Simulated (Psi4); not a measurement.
**U-wB97X-V/aug-cc-pVDZ run of SiF3 (SMILES F[Si](F)F)**

What is the energy change on altering one bond length of SiF3 at U-wB97X-V/aug-cc-pVDZ? 

Program for the calculation: Psi4 1.11.

5 further runs of the same task are left out: 5 that didn't finish.

**1. The structure to begin with**

The species is SiF3 (4 atoms), meant as a doublet with charge 0. As SMILES, `F[Si](F)F`. The coordinates come from a PBE0-D4/def2-TZVP relaxation.

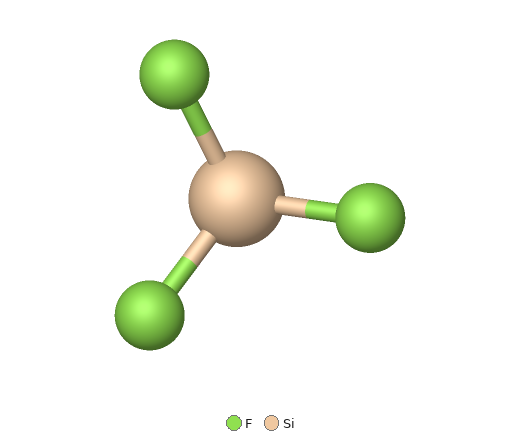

Viewed from a chosen angle; fluorine green, silicon light orange.

**2. A single-point energy at U-wB97X-V/aug-cc-pVDZ**

The input, f3si.json:

```json
{
  "schema_name": "qcschema_input",
  "schema_version": 1,
  "molecule": {
    "schema_name": "qcschema_molecule",
    "schema_version": 2,
    "symbols": ["F", "Si", "F", "F"],
    "geometry": [1.48315155, -0.95816673, 2.17639758, -0.53432006, 0.40262505, 0.44272504, -1.8788791, -1.68610813, -1.21762613, 0.93004761, 2.24164982, -1.40149648],
    "molecular_charge": 0,
    "molecular_multiplicity": 2,
    "fix_symmetry": "c1"
  },
  "driver": "energy",
  "model": {
    "method": "wb97x-v",
    "basis": "aug-cc-pVDZ"
  },
  "keywords": {
    "reference": "uks",
    "puream": true,
    "e_convergence": 1e-09,
    "d_convergence": 1e-08,
    "scf_type": "pk",
    "dft_radial_points": 99,
    "dft_spherical_points": 590,
    "maxiter": 100
  }
}
```

Started as:

```bash
$ psi4 --qcschema f3si.json -n 1 --memory 2200MB
```

stdout:

```text
[...]
  Running in c1 symmetry.
[...]
  Nuclear repulsion =  176.798451345898798
[...]
  Multiplicity = 2
[...]
  Nalpha       = 21
  Nbeta        = 20
[...]
    Number of basis functions: 96
[...]
   @UKS iter   1:  -588.91066581585983   -5.86525e-01   6.09032e-03 DIIS/ADIIS
[...]
   @UKS iter  11:  -589.02653980237051   -6.59384e-12   3.94955e-09 DIIS
[...]
   @S^2 Observed:                7.509679527E-01
[...]
    Orbital Energies [Eh]
    ---------------------
    Alpha Occupied:
       1A    -66.307719     2A    -24.817803     3A    -24.817790
       4A    -24.817777     5A     -5.533693     6A     -3.884576
       7A     -3.884443     8A     -3.884443     9A     -1.384852
      10A     -1.355926    11A     -1.355904    12A     -0.732629
      13A     -0.654473    14A     -0.654456    15A     -0.627846
      16A     -0.597172    17A     -0.597163    18A     -0.570785
      19A     -0.570766    20A     -0.553769    21A     -0.376003
    Alpha Virtual:
      22A      0.053039    23A      0.053048    24A      0.057445
      25A      0.067760    26A      0.142584    27A      0.142621
[...]
  @UKS Final Energy:  -589.02653980237051
   => Energetics <=
    Nuclear Repulsion Energy =            176.7984513458987976
    One-Electron Energy =               -1170.1485146264662944
    Two-Electron Energy =                 442.5938480189563506
    DFT Exchange-Correlation Energy =     -38.4421263305036405
    Empirical Dispersion Energy =           0.0000000000000000
    VV10 Nonlocal Energy =                  0.1718017897441884
    Total Energy =                       -589.0265398023705075
[...]
 Multipole Moments:
 ------------------------------------------------------------------------------------
     Multipole            Electronic (a.u.)      Nuclear  (a.u.)        Total (a.u.)
 ------------------------------------------------------------------------------------
 L = 1.  Multiply by 2.5417464519 to convert [e a0] to [Debye]
 Dipole X            :          0.0486643           -0.3567990           -0.3081347
 Dipole Y            :         -0.0368637            0.2688580            0.2319943
 Dipole Z            :         -0.0404483            0.2956353            0.2551870
 Magnitude           :                                                    0.4624811
[...]
```

The result, in JSON:

```text
{
 "driver": "energy",
 "model": {
  "method": "wb97x-v",
  "basis": "aug-cc-pVDZ"
 },
 "success": true,
 "return_result": -589.0265398023705,
 "properties": {
  "calcinfo_nbasis": 96,
  "calcinfo_nmo": 96,
  "calcinfo_nalpha": 21,
  "calcinfo_nbeta": 20,
  "calcinfo_natom": 4,
  "nuclear_repulsion_energy": 176.7984513458988,
  "return_energy": -589.0265398023705,
  "scf_one_electron_energy": -1170.1485146264663,
  "scf_two_electron_energy": 442.59384801895635,
  "scf_vv10_energy": 0.17180178974418844,
  "scf_xc_energy": -38.44212633050364,
  "scf_dipole_moment": [-0.3081347321852411, 0.23199429245585979, 0.25518699048744975],
  "scf_total_energy": -589.0265398023705,
  "scf_iterations": 11
 }
}
```

It took 2 min on 1 thread of Intel Xeon at 2.50GHz (Skylake/Cascade Lake), shared host; peak memory 1.1 GiB.

**3. The distorted shape at the same level**

The input, f3si.xyz:

```xyz
4
F3Si
F      0.944990    -0.615055     1.289313
Si    -0.282750     0.213060     0.234280
F     -0.994260    -0.892250    -0.644340
F      0.492160     1.186230    -0.741640
```

The input, f3si_ase.py:

```python
import numpy as np
from ase.calculators.psi4 import Psi4
from ase.io import read

a = read('f3si.xyz')
calc = Psi4(atoms=a, method='wb97x-v', basis='aug-cc-pVDZ', memory='2200MB', num_threads=1, charge=0, multiplicity=2, label='calc', reference='uks')
calc.psi4.set_options({'puream': True, 'e_convergence': 1e-09, 'd_convergence': 1e-08, 'scf_type': 'pk', 'dft_radial_points': 99, 'dft_spherical_points': 590, 'maxiter': 100})
a.calc = calc

print(f'energy: {a.get_potential_energy():.6f} eV')
```

Started as:

```bash
$ python f3si_ase.py
```

calc.dat:

```text
[...]
  Running in c1 symmetry.
[...]
  Nuclear repulsion =  168.918896705818327
[...]
  Multiplicity = 2
[...]
  Nalpha       = 21
  Nbeta        = 20
[...]
    Number of basis functions: 96
[...]
   @UKS iter   1:  -588.88487807662386   -7.53230e-01   6.25787e-03 ADIIS/DIIS
[...]
   @UKS iter  12:  -589.01373308578070   -6.13909e-12   9.80641e-09 DIIS
[...]
   @S^2 Observed:                7.517401893E-01
[...]
    Orbital Energies [Eh]
    ---------------------
    Alpha Occupied:
       1A    -66.331312     2A    -24.832973     3A    -24.832952
       4A    -24.785228     5A     -5.551953     6A     -3.903337
       7A     -3.903102     8A     -3.902077     9A     -1.389862
      10A     -1.369485    11A     -1.293183    12A     -0.735087
      13A     -0.661207    14A     -0.636042    15A     -0.628691
      16A     -0.594170    17A     -0.583286    18A     -0.578925
      19A     -0.531152    20A     -0.525641    21A     -0.394660
    Alpha Virtual:
      22A      0.047336    23A      0.049585    24A      0.054608
      25A      0.065905    26A      0.118319    27A      0.129984
[...]
  @UKS Final Energy:  -589.01373308578070
   => Energetics <=
    Nuclear Repulsion Energy =            168.9188967058183266
    One-Electron Energy =               -1154.4716528663216195
    Two-Electron Energy =                 434.7413601376063639
    DFT Exchange-Correlation Energy =     -38.3746433386033985
    Empirical Dispersion Energy =           0.0000000000000000
    VV10 Nonlocal Energy =                  0.1723062757196610
    Total Energy =                       -589.0137330857808138
[...]
 Multipole Moments:
 ------------------------------------------------------------------------------------
     Multipole            Electronic (a.u.)      Nuclear  (a.u.)        Total (a.u.)
 ------------------------------------------------------------------------------------
 L = 1.  Multiply by 2.5417464519 to convert [e a0] to [Debye]
 Dipole X            :         -0.2139088           -0.4073187           -0.6212275
 Dipole Y            :          0.1398363            0.3029337            0.4427700
 Dipole Z            :         -0.2756326            0.2522222           -0.0234104
 Magnitude           :                                                    0.7632280
[...]
```

Standard output:

```text
energy: -16027.880065 eV
```

Wall time 2.1 min (1 thread of Intel Xeon at 2.50GHz (Skylake/Cascade Lake), shared host); peak memory 1.1 GiB.

**4. Outcome**

At U-wB97X-V/aug-cc-pVDZ:

```
                                                          quantity          value
                                         first shape: total energy  -589.02654 Eh
                                        first shape: dipole moment         1.18 D
                   first shape: HOMO energy (highest over α and β)      -10.23 eV
                    first shape: LUMO energy (lowest over α and β)       -1.81 eV
                                                 first shape: ⟨S²⟩          0.751
                                     distorted shape: total energy  -589.01373 Eh
                                    distorted shape: dipole moment         1.94 D
               distorted shape: HOMO energy (highest over α and β)      -10.74 eV
                distorted shape: LUMO energy (lowest over α and β)       -2.42 eV
                                             distorted shape: ⟨S²⟩          0.752
energy change with the F1–Si2 bond stretched from 1.581 to 1.818 Å       0.348 eV
```

In words: With the F1–Si2 bond stretched from 1.581 to 1.818 Å the energy rises by 0.35 eV (8.0 kcal/mol). The first shape isn't relaxed at this level, so the change isn't measured from a minimum.
